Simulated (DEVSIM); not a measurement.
Structure: In0.49Ga0.51P/GaAs p-n heterojunction, at 300 K.

```
layer (left to right)       material  thickness (μm)  Nd (cm⁻³)  Na (cm⁻³)  τn (s)  τp (s)
---------------------  -------------  --------------  ---------  ---------  ------  ------
1                      In0.49Ga0.51P            2.50          -       2e16  5.4e-9  5.4e-9
2                               GaAs           0.210     6.3e16          -  5.4e-9  5.4e-9
```

Left contact: ohmic. Right contact: ohmic. Voltage is applied to the left contact. Recombination: SRH at mid-gap, Auger. Mobility is constant in doping.

This is a model device: material constants are rounded textbook-type values typed into the input, and sizes, dopings and lifetimes were drawn at random. Values at 300 K.

```
parameter      In0.49Ga0.51P    GaAs
-------------  -------------  ------
gap (eV)                1.89   1.424
affinity (eV)              4    4.07
permittivity            11.8    12.9
Nc (cm⁻³)               9e17  4.7e17
Nv (cm⁻³)             1.3e19    9e18
μn (cm²/Vs)             1500    8500
μp (cm²/Vs)               80     400
Cn (cm⁶/s)             3e-30   1e-30
Cp (cm⁶/s)             3e-30   1e-30
```

Simulated with DEVSIM: 1D drift-diffusion, Boltzmann statistics, complete ionisation; no tunnelling, impact ionisation, image-force lowering or self-heating. Band offsets follow the typed affinities; no thermionic-emission limit at abrupt steps, no polarisation charge.

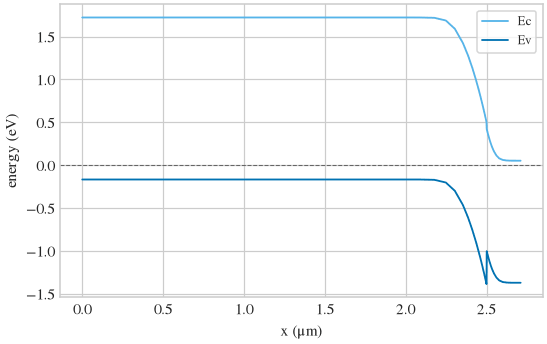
Fig. 1. Band edges at zero bias

Energies count from the Fermi level of the right contact; mesh points crowd at the junctions.

```csv
x (μm),Ec (eV),Ev (eV),n (cm⁻³),p (cm⁻³),field (V/cm)
0.000,1.723,-0.167,< 1e2,2.0e16,≈ 0
0.005616,1.723,-0.167,< 1e2,2.0e16,≈ 0
0.01778,1.723,-0.167,< 1e2,2.0e16,≈ 0
0.04411,1.723,-0.167,< 1e2,2.0e16,≈ 0
0.1304,1.723,-0.167,< 1e2,2.0e16,≈ 0
0.2880,1.723,-0.167,< 1e2,2.0e16,≈ 0
0.6292,1.723,-0.167,< 1e2,2.0e16,≈ 0
1.598,1.723,-0.167,< 1e2,2.0e16,≈ 0
2.086,1.722,-0.168,< 1e2,2.0e16,-63
2.304,1.590,-0.300,< 1e2,1.2e14,-26000
2.412,1.133,-0.757,< 1e2,2500000,-59000
2.471,0.730,-1.160,480000,< 1e2,-77000
2.489,0.586,-1.304,1.3e8,< 1e2,-83000
2.498,0.516,-1.374,1.9e9,< 1e2,-85000
2.504,0.395,-1.029,1.1e11,< 1e2,-75000
2.514,0.325,-1.099,1.6e12,< 1e2,-66000
2.535,0.207,-1.217,1.5e14,< 1e2,-48000
2.578,0.079,-1.345,2.2e16,< 1e2,-13000
2.658,0.052,-1.372,6.2e16,< 1e2,-170
2.688,0.052,-1.372,6.3e16,< 1e2,-33
2.702,0.052,-1.372,6.3e16,< 1e2,-19
2.710,0.052,-1.372,6.3e16,< 1e2,-17
```
